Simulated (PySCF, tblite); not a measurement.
# C5H9AlFN: geometry, infrared bands and NMR shifts

Aim: predict the infrared bands and NMR shifts of C5H9AlFN (`C=[CH][Al@-]([CH3])([F])[N+]#CC`).

Programs: tblite 0.8.0 and PySCF 2.14.0, with density-fitted response routines of our own. Each step states its level of theory. These are calculated values for one molecule in the gas phase, unless marked as measured. Atoms count from 0, in the outputs and in this text.

### 1 Starting geometry

17 atoms, charge 0, multiplicity 1; geometry from: force field or distance geometry start.

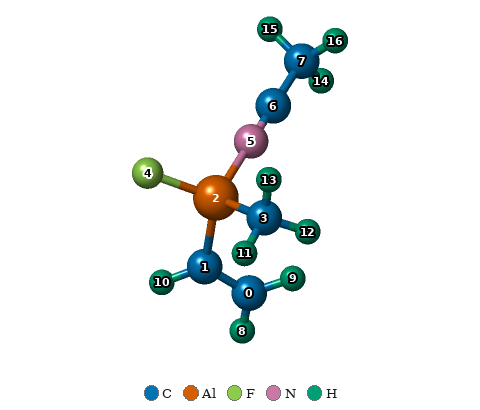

The starting geometry (carbon blue, aluminium orange, fluorine green, nitrogen pink, hydrogen teal), atoms numbered; sticks join atoms by distance.

### 2 Relaxing the molecule with GFN2-xTB

Job settings and geometry (Å):

```
{"job": {"kind": "relax", "xc": "GFN2-xTB", "basis": "xTB"}, "charge": 0, "multiplicity": 1}
C     -2.248700    -1.180900     0.796200
C     -2.051500    -0.840000    -0.485700
Al    -0.653500     0.464500    -0.976500
C     -1.062500     2.221300    -0.120100
F     -0.648700     0.671700    -2.761100
N      1.000700    -0.141600    -0.409400
C      2.039400    -0.515900    -0.052300
C      3.350700    -0.992300     0.408900
H     -3.019600    -1.906200     1.049200
H     -1.674800    -0.735800     1.600300
H     -2.645500    -1.300300    -1.262700
H     -2.078900     2.548200    -0.408900
H     -1.026400     2.095400     1.000600
H     -0.306500     2.964400    -0.433400
H      3.200100    -1.785500     1.165200
H      3.906700    -1.403000    -0.446800
H      3.912000    -0.152100     0.856900
```

Launch:

```bash
$ OMP_NUM_THREADS=1 python probes_run.py task.json out
```

One launch serves the whole session: the jobs run in the order shown.

The log of the run:

```text
step      E/eV     max force
  0    -652.96487    3.586
  1    -653.26152    2.274
  2    -653.25015    6.785
  3    -653.45463    1.723
  4    -653.47858    0.761
  5    -653.50050    0.371
  6    -653.52619    0.361
  7    -653.54425    0.393
  8    -653.56011    0.390
  9    -653.57338    0.329
 10    -653.58347    0.244
 11    -653.58914    0.218
 12    -653.59384    0.198
 13    -653.59855    0.218
 14    -653.60260    0.170
 15    -653.60600    0.135
 16    -653.60914    0.148
 17    -653.61246    0.128
 18    -653.61587    0.125
 19    -653.61904    0.119
 20    -653.62170    0.117
 21    -653.62408    0.104
 22    -653.62660    0.125
 23    -653.62915    0.115
 24    -653.63098    0.106
 25    -653.63191    0.059
 26    -653.63252    0.070
 27    -653.63332    0.077
 28    -653.63453    0.140
 29    -653.63607    0.169
 30    -653.63765    0.132
 31    -653.63914    0.099
 32    -653.64070    0.092
 33    -653.64262    0.160
 34    -653.64476    0.190
 35    -653.64650    0.131
 36    -653.64762    0.079
 37    -653.64848    0.079
 38    -653.64939    0.105
 39    -653.65037    0.112
 40    -653.65120    0.074
 41    -653.65170    0.045
 42    -653.65204    0.047
 43    -653.65237    0.052
 44    -653.65274    0.049
 45    -653.65318    0.052
 46    -653.65363    0.049
 47    -653.65399    0.051
 48    -653.65427    0.045
 49    -653.65450    0.039
 50    -653.65476    0.041
 51    -653.65508    0.040
 52    -653.65534    0.041
 53    -653.65553    0.035
 54    -653.65573    0.037
 55    -653.65598    0.045
 56    -653.65630    0.049
 57    -653.65669    0.046
 58    -653.65712    0.051
 59    -653.65753    0.048
 60    -653.65790    0.052
 61    -653.65825    0.051
 62    -653.65859    0.043
 63    -653.65890    0.044
 64    -653.65918    0.042
 65    -653.65948    0.047
 66    -653.65986    0.051
 67    -653.66043    0.068
 68    -653.66118    0.087
 69    -653.66187    0.080
 70    -653.66225    0.095
 71    -653.66253    0.057
 72    -653.66275    0.052
 73    -653.66339    0.064
 74    -653.66419    0.079
 75    -653.66575    0.080
 76    -653.66729    0.090
 77    -653.66860    0.088
 78    -653.66971    0.077
 79    -653.67027    0.163
 80    -653.67116    0.059
 81    -653.67178    0.063
 82    -653.67229    0.038
 83    -653.67264    0.046
 84    -653.67316    0.061
 85    -653.67393    0.087
 86    -653.67540    0.109
 87    -653.67721    0.098
 88    -653.67906    0.169
 89    -653.68008    0.103
 90    -653.68061    0.143
 91    -653.68099    0.074
 92    -653.68133    0.067
 93    -653.68177    0.094
 94    -653.68222    0.126
 95    -653.68259    0.072
 96    -653.68293    0.040
 97    -653.68328    0.036
 98    -653.68356    0.034
 99    -653.68371    0.032
100    -653.68378    0.032
101    -653.68382    0.031
102    -653.68387    0.023
103    -653.68392    0.018
104    -653.68396    0.020
105    -653.68400    0.021
106    -653.68407    0.028
107    -653.68418    0.034
108    -653.68429    0.027
109    -653.68435    0.018
110    -653.68438    0.012
111    -653.68441    0.012
112    -653.68443    0.011
113    -653.68447    0.015
114    -653.68451    0.016
115    -653.68457    0.017
116    -653.68465    0.022
117    -653.68480    0.029
118    -653.68508    0.043
119    -653.68550    0.066
120    -653.68602    0.069
121    -653.68655    0.069
122    -653.68703    0.067
123    -653.68732    0.070
124    -653.68755    0.054
125    -653.68783    0.050
126    -653.68816    0.052
127    -653.68836    0.045
128    -653.68860    0.028
129    -653.68881    0.030
130    -653.68905    0.037
131    -653.68910    0.090
132    -653.68943    0.028
133    -653.68958    0.025
134    -653.68973    0.059
135    -653.68990    0.024
136    -653.69004    0.022
137    -653.69008    0.093
138    -653.69043    0.037
139    -653.69057    0.022
140    -653.68980    0.150
141    -653.69073    0.018
142    -653.69083    0.017
143    -653.69059    0.141
144    -653.69106    0.016
145    -653.69115    0.018
146    -653.69127    0.034
147    -653.69133    0.037
148    -653.69139    0.033
149    -653.69144    0.036
150    -653.69149    0.020
151    -653.69153    0.011
152    -653.69154    0.011
153    -653.69155    0.008
```

Wall time 0.92 s (1 thread of Arm Neoverse V2, shared host).

The steps of the relaxation: (not every step is listed) (the energy doesn't fall at every step)

```
step  energy from step 0 (eV)  largest force (eV/Å)
   0                   0.0000                3.5858
   1                  -0.2966                2.2742
   2                  -0.2853                6.7850
   3                  -0.4898                1.7227
   4                  -0.5137                0.7607
   5                  -0.5356                0.3705
   6                  -0.5613                0.3614
   7                  -0.5794                0.3930
   8                  -0.5952                0.3901
  22                  -0.6617                0.1246
  36                  -0.6827                0.0789
  50                  -0.6899                0.0407
  64                  -0.6943                0.0421
  78                  -0.7048                0.0769
  92                  -0.7165                0.0674
 106                  -0.7192                0.0281
 120                  -0.7211                0.0689
 134                  -0.7249                0.0591
 148                  -0.7265                0.0331
 149                  -0.7266                0.0362
 150                  -0.7266                0.0203
 151                  -0.7267                0.0107
 152                  -0.7267                0.0112
 153                  -0.7267                0.0080
```

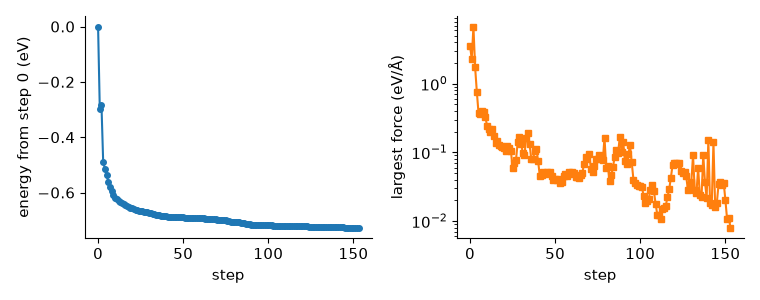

Energy and largest force along the relaxation.

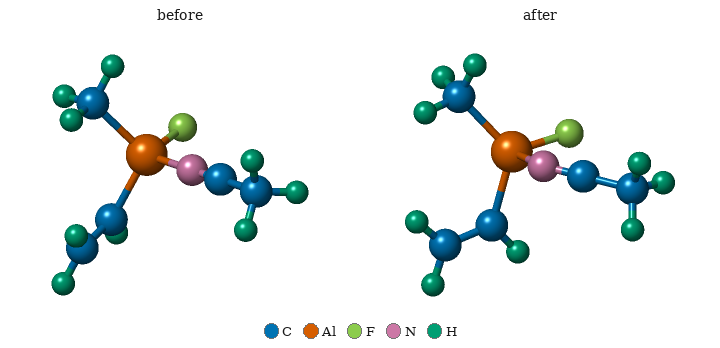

Before and after, at one scale.

Distances of close pairs at the start and the end, largest changes first:

```
  bond  before (Å)  after (Å)  change (Å)
Al2–N5       1.851      2.061      +0.210
Al2–F4       1.797      1.674      -0.123
 C6–C7       1.469      1.424      -0.045
C3–H12       1.128      1.092      -0.036
C1–Al2       1.974      1.993      +0.019
C7–H14       1.106      1.090      -0.017
C7–H16       1.105      1.090      -0.016
 N5–C6       1.160      1.147      -0.014
```

The final coordinates are the input of the step that follows.

### 3 Harmonic vibrations with GFN2-xTB

Job settings and geometry (Å):

```
{"job": {"kind": "ir", "xc": "GFN2-xTB", "basis": "xTB"}, "charge": 0, "multiplicity": 1}
C     -2.523587    -1.123711     0.728906
C     -1.715621    -1.084206    -0.328673
Al    -0.668858     0.546938    -0.795011
C     -1.144690     2.356518    -0.113343
F      0.144362     0.425454    -2.252743
N      1.006665     0.120488     0.327078
C      2.016521    -0.410103     0.211631
C      3.272896    -1.067889     0.079508
H     -3.119519    -1.989009     0.998660
H     -2.629188    -0.271720     1.384133
H     -1.680574    -1.995365    -0.932495
H     -1.894584     2.859978    -0.731128
H     -1.558145     2.318997     0.896765
H     -0.286947     3.035393    -0.072143
H      3.252847    -2.012104     0.622995
H      3.453781    -1.262273    -0.977815
H      4.067644    -0.435356     0.474173
```

The log of the run:

```text
mode    cm-1     km/mol
  1      -4.1      0.71
  2      22.6      4.62
  3      31.9      0.24
  4      36.5      1.90
  5      52.5      7.83
  6      83.3      0.46
  7     109.3      0.13
  8     119.1      1.64
  9     163.3     16.65
 10     175.7      5.11
 11     243.4     16.98
 12     257.4     11.89
 13     371.0      5.04
 14     382.7     22.83
 15     393.2     45.55
 16     499.0      1.91
 17     567.7     43.47
 18     577.3    186.15
 19     669.4    218.06
 20     746.0    195.07
 21     917.5     19.87
 22     980.5      4.15
 23     982.8     28.70
 24     989.0     20.47
 25    1009.8     22.53
 26    1050.4      6.68
 27    1262.0     11.75
 28    1330.3      6.80
 29    1354.5     46.41
 30    1394.0     17.06
 31    1395.0     21.04
 32    1418.5      0.15
 33    1474.3      0.77
 34    1477.5      0.61
 35    1626.4     18.36
 36    2373.8    215.96
 37    2909.9     93.56
 38    2928.5     59.42
 39    2940.9     49.93
 40    2963.6     27.03
 41    3005.5    113.28
 42    3013.7      0.99
 43    3016.3      0.06
 44    3018.0      0.28
 45    3066.1     48.60
```

Run time: 0.5 s. Hardware: 1 thread of Arm Neoverse V2, shared host.

The strongest bands and the atoms that carry them (share of the mass-weighted mode):

```
cm⁻¹  km/mol                                  atoms
 577   186.2  H11 42 %, C3 19 %, H13 15 %, Al2 12 %
 669   218.1             Al2 48 %, C3 21 %, C1 13 %
 746   195.1                      Al2 50 %, F4 41 %
2374   216.0                       C6 61 %, N5 38 %
2910    93.6                               H10 92 %
2928    59.4                     H13 66 %, H11 25 %
2941    49.9                     H11 62 %, H13 23 %
3006   113.3                                H8 92 %
```

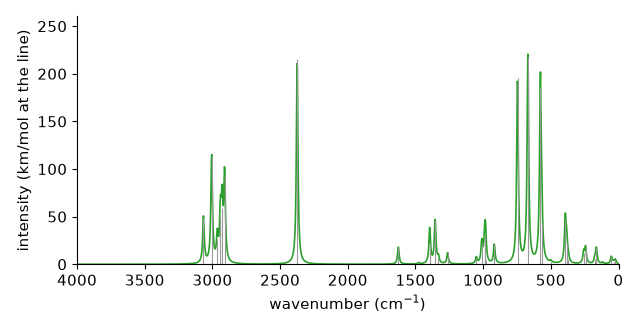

The infrared spectrum from these modes, unscaled. Lines are broadened to a width of 14 cm⁻¹ (Lorentzian).

### 4 Nuclear shieldings: PBE0/pcSseg-1

Same as in step 3 but for these lines:

```diff
@@ -1,2 +1,2 @@
-{"job": {"kind": "ir", "xc": "GFN2-xTB", "basis": "xTB"}, "charge": 0, "multiplicity": 1}
+{"job": {"kind": "nmr", "xc": "PBE0", "basis": "pcSseg-1"}, "charge": 0, "multiplicity": 1}
 C     -2.523587    -1.123711     0.728906
```

Level: GIAO PBE0/pcSseg-1 NMR shielding, non-relativistic, gas phase.

The log of the run:

```text
coarse grid: 14784 points
cycle   1  E = -592.2754432463  dE =  5.753e-01  |g| = 8.326e-01  |ddm| = 3.629e+00
cycle   2  E = -592.0591300338  dE =  2.163e-01  |g| = 1.380e+00  |ddm| = 1.526e+00
cycle   3  E = -592.4106162840  dE = -3.515e-01  |g| = 2.585e-01  |ddm| = 9.669e-01
cycle   4  E = -592.4243363195  dE = -1.372e-02  |g| = 7.142e-02  |ddm| = 1.757e-01
cycle   5  E = -592.4252103883  dE = -8.741e-04  |g| = 2.980e-02  |ddm| = 5.563e-02
cycle   6  E = -592.4253820330  dE = -1.716e-04  |g| = 2.553e-03  |ddm| = 2.051e-02
cycle   7  E = -592.4253835418  dE = -1.509e-06  |g| = 9.753e-04  |ddm| = 2.839e-03
final grid: 138880 points
cycle   8  E = -592.4776381882  dE = -3.892e-05  |g| = 7.674e-03  |ddm| = 2.503e-02
cycle   9  E = -592.4776347339  dE =  3.454e-06  |g| = 8.600e-03  |ddm| = 1.236e-02
cycle  10  E = -592.4776533370  dE = -1.860e-05  |g| = 8.081e-04  |ddm| = 6.545e-03
cycle  11  E = -592.4776534494  dE = -1.124e-07  |g| = 2.675e-04  |ddm| = 7.055e-04
cycle  12  E = -592.4776534591  dE = -9.705e-09  |g| = 1.374e-04  |ddm| = 2.083e-04
cycle  13  E = -592.4776534627  dE = -3.585e-09  |g| = 4.607e-05  |ddm| = 9.303e-05
cycle  14  E = -592.4776534631  dE = -3.951e-10  |g| = 1.045e-05  |ddm| = 3.002e-05
converged SCF energy = -592.4776534631

GIAO shielding tensors (ppm)
atom      isotropic    diamagn.    paramagn.     s11        s22        s33       span
  0 C       42.559     254.722    -212.163    -89.581     54.044    163.215    252.796
  1 C       29.255     259.551    -230.296    -99.409     10.933    176.242    275.651
  2 Al     442.554     797.367    -354.814    356.978    443.889    526.793    169.814
  3 C      201.248     252.585     -51.336    196.817    201.673    205.255      8.438
  4 F      347.576     472.784    -125.208    291.489    355.330    395.909    104.420
  5 N       16.003     338.893    -322.890   -144.614   -130.591    323.213    467.826
  6 C       53.251     271.472    -218.221    -59.352    -47.588    266.694    326.046
  7 C      186.033     250.814     -64.781    177.198    178.280    202.620     25.422
  8 H       25.146      29.238      -4.093     21.913     24.677     28.848      6.936
  9 H       25.667      33.278      -7.610     22.154     24.695     30.153      7.999
 10 H       24.915      32.190      -7.275     21.109     26.061     27.573      6.465
 11 H       32.401      29.397       3.004     28.097     28.659     40.446     12.349
 12 H       32.372      32.211       0.161     27.907     29.792     39.417     11.510
 13 H       32.348      31.418       0.930     27.824     29.918     39.303     11.479
 14 H       29.431      27.829       1.603     24.455     27.297     36.542     12.087
 15 H       29.189      28.053       1.135     24.222     27.694     35.650     11.429
 16 H       29.435      25.955       3.479     24.437     27.040     36.827     12.389
```

It took 25 s on 1 thread of Arm Neoverse V2, shared host; peak memory 0.83 GiB.

The references, computed at this level on geometries of the same kind, shield at (ppm): 1H TMS 31.72, 13C TMS 186.9, 19F CFCl3 170.9, 15N NH3 267.7, 27Al AlH4- 490.0. Their shielding less the atom's gives the shift. The references are single molecules in the gas phase, so shifts against H2O, NH3, PH3, H3PO4 or CFCl3 are not on the usual liquid scales and can be off by tens of ppm. Shifts against hydride references such as AlH4− lie on their own scale. Atoms listed in one row are averaged.

```
        atoms                                 environment  σ (ppm)  δ (ppm)
           C1                                   alkene CH     29.3    157.7
           C0                        terminal =CH2 carbon     42.6    144.4
           C6                       nitrilium-type carbon     53.3    133.7
           C7                methyl carbon α to a nitrile    186.0      0.9
           C3                  methyl carbon bonded to Al    201.2    -14.3
          H10                    hydrogen on an alkene CH    24.91     6.80
           H8          hydrogen on a terminal =CH2 carbon    25.15     6.57
           H9          hydrogen on a terminal =CH2 carbon    25.67     6.05
H14, H15, H16  hydrogen on a methyl carbon α to a nitrile    29.35     2.37
H11, H12, H13    hydrogen on a methyl carbon bonded to Al    32.37    -0.66
          Al2               aluminium bonded to 2 C, F, N    442.6     47.4
           F4                       fluorine bonded to Al    347.6   -176.6
           N5            donor nitrogen of a Lewis adduct     16.0    251.7
```

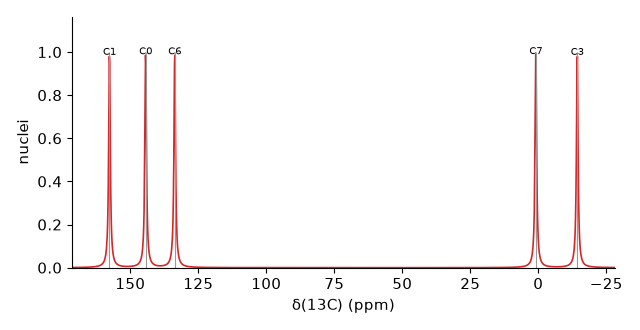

13C lines at the computed shifts, without couplings. Lines are broadened to a width of 0.69 ppm (Lorentzian).

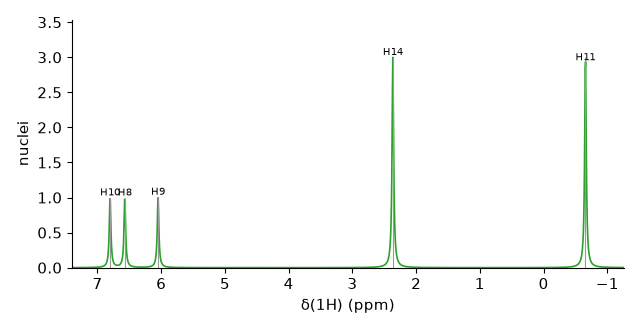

1H lines at the computed shifts, without couplings. Lines are broadened to a width of 0.03 ppm (Lorentzian).

Charges from the same density, by scheme (e):

```
atoms  Mulliken    IAO  Hirshfeld  ESP fit
   C0     -0.18  -0.29      -0.11    -0.26
   C1     -0.54  -0.49      -0.21    -0.56
  Al2      1.15   1.12       0.48     1.06
   C3     -0.73  -0.81      -0.29    -0.72
   F4     -0.53  -0.60      -0.34    -0.53
   N5     -0.45  -0.19      -0.10    -0.42
   C6      0.24   0.28       0.20     0.53
   C7     -0.20  -0.46      -0.06    -0.59
```

ESP fit charges:

C0 -0.26; C1 -0.56; Al2 1.06; C3 -0.72; F4 -0.53; N5 -0.42; C6 0.53; C7 -0.59; H8 0.14; H9 0.11; H10 0.18; H11 0.13; H12 0.13; H13 0.13; H14 0.22; H15 0.23; H16 0.22

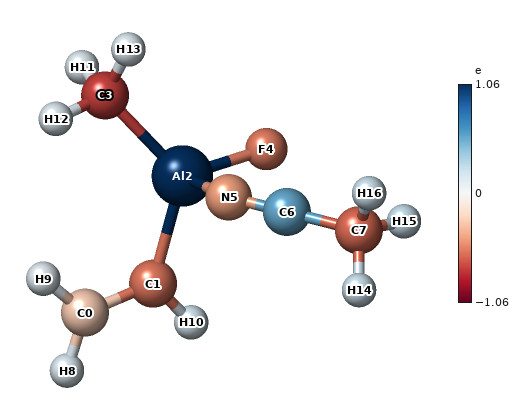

ESP fit charges, as colours on the atoms.

Mayer bond orders: C0–C1 1.97, C1–Al2 0.78, Al2–C3 0.84, Al2–F4 0.82, Al2–N5 0.31, N5–C6 2.71, C6–C7 1.08.

### 5 Summary of results

| quantity | value |
| --- | --- |
| strongest single infrared mode (GFN2-xTB) | 669 cm⁻¹, 218 km/mol |
| zero-point energy (GFN2-xTB) | 76.3 kcal/mol |
| 13C shifts against TMS (PBE0/pcSseg-1) | 157.7, 144.4, 133.7, 0.9, -14.3 ppm |
| 1H shifts against TMS (PBE0/pcSseg-1, means over atoms taken as alike) | 6.80, 6.57, 6.05, 2.37, -0.66 ppm |
| 27Al shifts against AlH4- (PBE0/pcSseg-1) | 47.4 ppm |
| 19F shifts against CFCl3 (PBE0/pcSseg-1) | -176.6 ppm |
| 15N shifts against NH3 (PBE0/pcSseg-1) | 251.7 ppm |

What this shows: The optimisation took 153 steps and gained 0.727 eV; among the close pairs (by a distance rule), Al2–N5 changed most, from 1.851 to 2.061 Å. The lowest mode is slightly imaginary (4i cm⁻¹), a soft motion within the noise of the Hessian, so the minimum is not strictly shown. The strongest single mode, at 669 cm⁻¹, is carried by Al2, C3, C1. Unscaled tight-binding wavenumbers are off by several per cent, some by more. Its intensities can rank the bands wrongly. The most deshielded carbon is C1 (alkene CH), at 157.7 ppm: as expected for a trigonal carbon in a double bond. The most deshielded hydrogen is H10 (hydrogen on an alkene CH), at 6.80 ppm: attached to an sp2 carbon and in the plane of the double bond. At PBE0/pcSseg-1: The largest span, 468 ppm, is at N5, where the paramagnetic term is -323 ppm.
